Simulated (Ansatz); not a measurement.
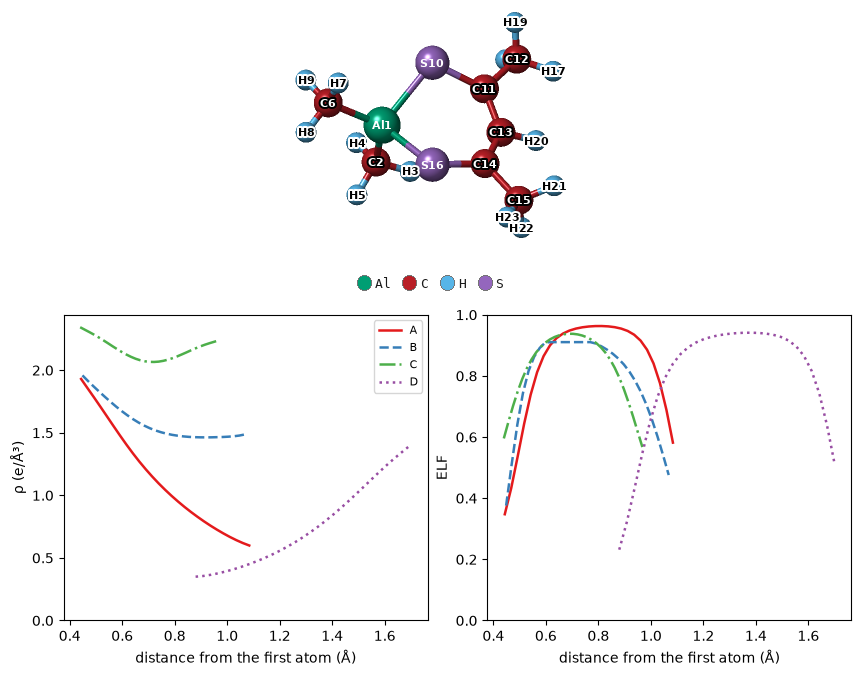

Figure 1: C7H13AlS2. Electron density and electron localisation function along straight lines between neighbouring atoms. The curves leave out the atomic cores. The structure is drawn too.

Geometry: PBE-D4/def2-SVP; not at a stationary point (largest force 0.7 eV/Å).

These are results of RKS PBE0-D4/def2-TZVP (Ansatz), not measurements.

Input

```
crystal:
  periodic: [false, false, false]
  atoms:
    - {symbol: Al, position_ang: [1.798480, -0.012805, 0.274494]}
    - {symbol: C, position_ang: [1.397773, -0.581227, 2.120206]}
    - {symbol: H, position_ang: [0.307489, -0.675936, 2.309841]}
    - {symbol: H, position_ang: [1.799266, 0.143101, 2.861921]}
    - {symbol: H, position_ang: [1.858534, -1.566548, 2.350220]}
    - {symbol: C, position_ang: [3.633809, 0.246032, -0.395243]}
    - {symbol: H, position_ang: [3.668118, 0.559682, -1.458742]}
    - {symbol: H, position_ang: [4.229631, -0.687873, -0.304419]}
    - {symbol: H, position_ang: [4.169910, 1.019549, 0.196252]}
    - {symbol: S, position_ang: [0.528799, 1.892139, -0.235123]}
    - {symbol: C, position_ang: [-1.094276, 1.339360, -0.147961]}
    - {symbol: C, position_ang: [-2.098076, 2.431792, 0.128857]}
    - {symbol: C, position_ang: [-1.590889, 0.039438, -0.357876]}
    - {symbol: C, position_ang: [-1.001197, -1.119256, -0.909645]}
    - {symbol: C, position_ang: [-1.946846, -2.215099, -1.341773]}
    - {symbol: S, position_ang: [0.650745, -1.441675, -1.204069]}
    - {symbol: H, position_ang: [-3.131145, 2.131184, -0.132022]}
    - {symbol: H, position_ang: [-2.072557, 2.695547, 1.207717]}
    - {symbol: H, position_ang: [-1.830670, 3.354720, -0.423103]}
    - {symbol: H, position_ang: [-2.685986, -0.038038, -0.243226]}
    - {symbol: H, position_ang: [-2.832472, -1.806789, -1.869150]}
    - {symbol: H, position_ang: [-2.319829, -2.751133, -0.441609]}
    - {symbol: H, position_ang: [-1.438611, -2.956174, -1.985567]}
basis:
  gaussian: {orbitals: def2-TZVP, fitting: {mean_field: def2-universal-jkfit}, initial_orbitals: start.molden}
hamiltonian: {xc: pbe0, dispersion: d4}
scf: {omitted_lower_state_checks: [starts]}
output: {forces: true, orbitals: {seedname: orbitals}}
```

Launched as:

```sh
ansatz run in.yaml --threads 2 --pin off --events-out ev --progress --plain --max-ram 32768MiB --backend cuda --devices 0, --max-vram 18GiB
```

**Which curve belongs to which contact (Al–S, C–Al, C–C and C–S)? The first atom named is at distance zero.**

Curve A: C–Al (1.97 Å): the density is about 0.7 e/Å³ at the midpoint; the ELF peaks at about 0.95 between the atoms: a shared but strongly polarised pair. Curve B: C–S (1.71 Å): ρ is about 1.5 e/Å³ halfway; the ELF peaks at about 0.90 between the atoms (localised, covalent bonding). Curve C: C–C (1.41 Å): ρ at the midpoint is about 2.1 e/Å³; the ELF peaks at about 0.95 between the atoms (localised, covalent bonding). Curve D: Al–S (2.35 Å): the density is about 0.53 e/Å³ at the midpoint; the ELF peaks at about 0.95 between the atoms; a shared but strongly polarised pair.
